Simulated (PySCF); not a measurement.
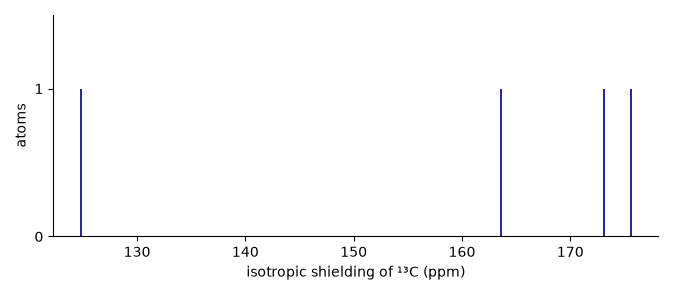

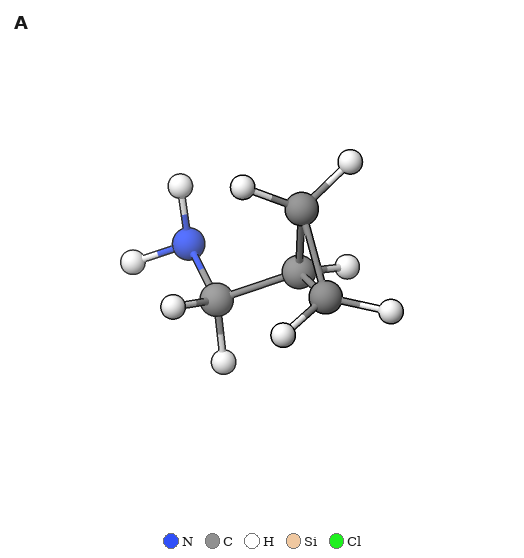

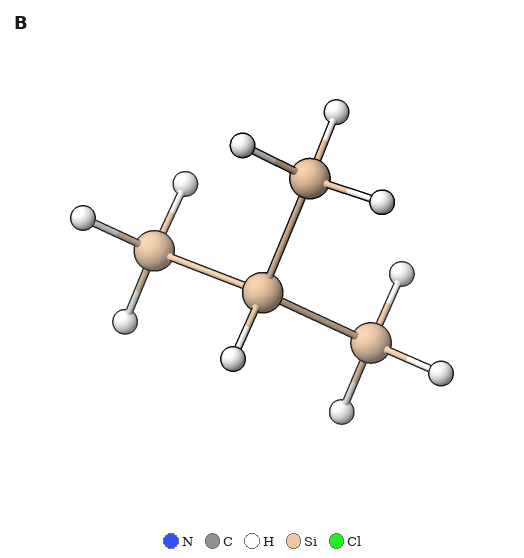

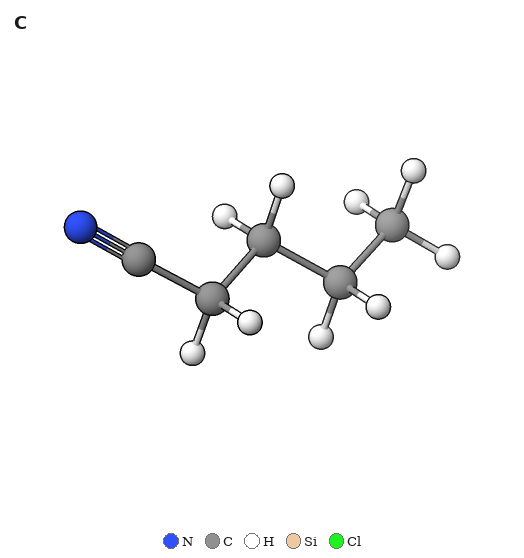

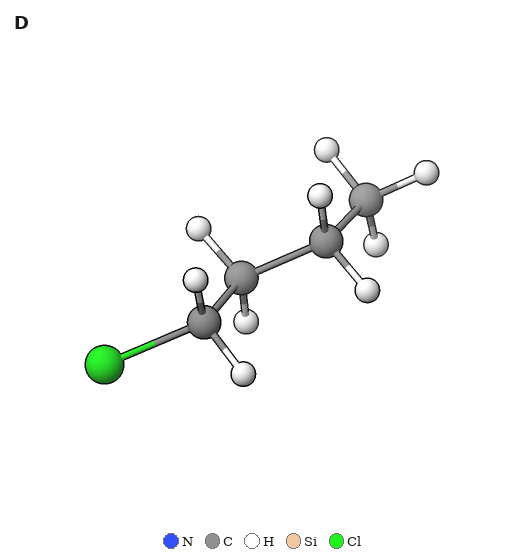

The sticks are computed shieldings of one of the molecules, for one fixed geometry (PBE0-D3(BJ)/def2-SVP) without averaging over rotations. Low shielding means a high chemical shift. Method: GIAO B97-D/pcSseg-1 NMR shielding, non-relativistic, gas phase (PySCF 2.14.0).

### Match the spectrum to a structure.

A, `NCC1CC1`. Its 4 C atoms give lines at 124.8, 163.6, 173.1, 175.6 ppm.
